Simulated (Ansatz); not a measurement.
## Electronic structure of SnGe3Se4 in real space

Input file:

```
crystal:
  lattice:
    - [2.0348355064, 1.1748128273, 13.3483440885]
    - [-2.0348355064, 1.1748128273, 13.3483440885]
    - [0.0, -2.3496256547, 13.3483440885]
  atoms:
    - { symbol: Sn, position: [0.5, 0.5, 0.5] }
    - { symbol: Ge, position: [0.7468890595, 0.7468890595, 0.7468890595] }
    - { symbol: Ge, position: [0.0, 0.0, 0.0] }
    - { symbol: Ge, position: [0.2531109405, 0.2531109405, 0.2531109405] }
    - { symbol: Se, position: [0.3735035489, 0.3735035489, 0.3735035489] }
    - { symbol: Se, position: [0.6264964511, 0.6264964511, 0.6264964511] }
    - { symbol: Se, position: [0.8796507747, 0.8796507747, 0.8796507747] }
    - { symbol: Se, position: [0.1203492253, 0.1203492253, 0.1203492253] }
basis:
  ecutwfc: 420
kpoints:
  mp_grid: { grid: [12, 12, 12] }
hamiltonian:
  xc: pbe
scf:
  occupations: { method: gaussian, width: 0.01 }
output:
  forces: true
  stress: true
  eigenvalues: true
  write_density: true
  write_potential: true
  elf: true
  volumetric_format: npy
relax:
  adjacent_minimum: "off"
  f_tol: 0.001
  max_steps: 60
  cell: { stress_tol: 0.01 }
```

Command:

```sh
ansatz run input.yaml --threads 1 --pin off --max-ram 2560MiB --backend cpu --events-out ev --progress --plain --runs-dir out
```

Below, planes, directions and counts refer to the conventional cell (a = 4.07 Å, b = 4.07 Å, c = 40.05 Å, α = 90.00°, β = 90.00°, γ = 120.00°).

The fields are those of the run's last geometry, not of the input's.

Space group R-3m; a structure generated by program, which may or may not match a known phase.

All numbers below come from Ansatz 0.2.0, DFT PBE, scalar-relativistic, plane waves, PAW.

Core electrons are frozen (PAW), and the valence fields are smoothed inside the atomic spheres.

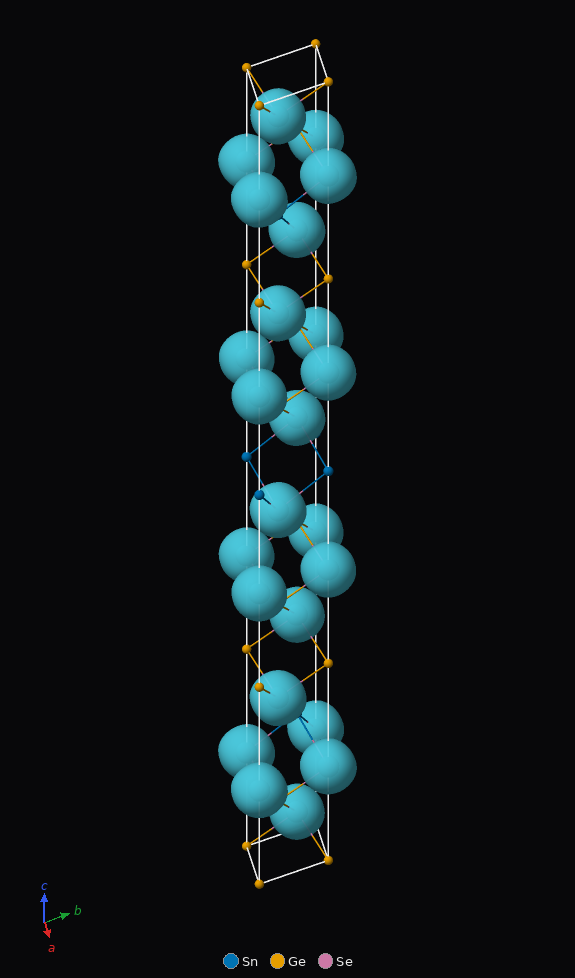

Figure 1. Isosurface of the ELF at 0.6 (cyan), seen at an oblique angle. Only the valence region is drawn (cores and ρ < 0.01 e/Å³ removed). Sticks mark near contacts.

Q: Describe the localisation domains.

A: The surface consists of twelve regions wrapped around Se (the valence shell of each), counted in one cell of 24 atoms. Any copies at cell faces, edges or corners count once. Along the contacts the grid gives the following. Ge–Se (2.84 Å): the ELF is about 0.50 at the midpoint. Sn–Se (2.99 Å): the ELF is about 0.40 at the midpoint.

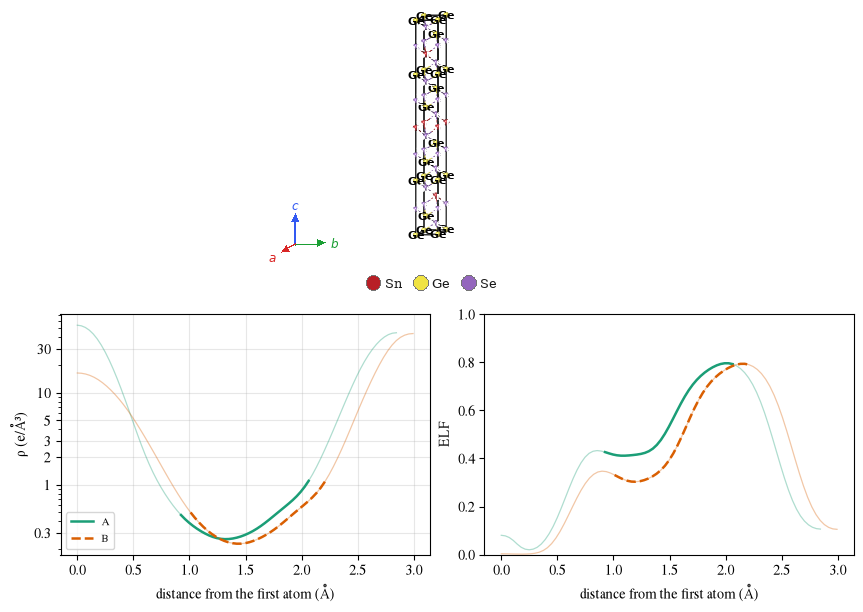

Figure 2. Valence pseudo-density and electron localisation function along straight lines between neighbouring atoms. Thin, pale parts lie inside the atomic spheres. The structure is drawn too.

Q: Which curve belongs to which contact (Ge–Se and Sn–Se)? The first atom named is at distance zero.

A: Curve A: Ge–Se (2.84 Å): ρ at the midpoint is about 0.27 e/Å³; the ELF is about 0.50 at the midpoint. Curve B: Sn–Se (2.99 Å): ρ is about 0.23 e/Å³ halfway; the ELF is about 0.40 at the midpoint.
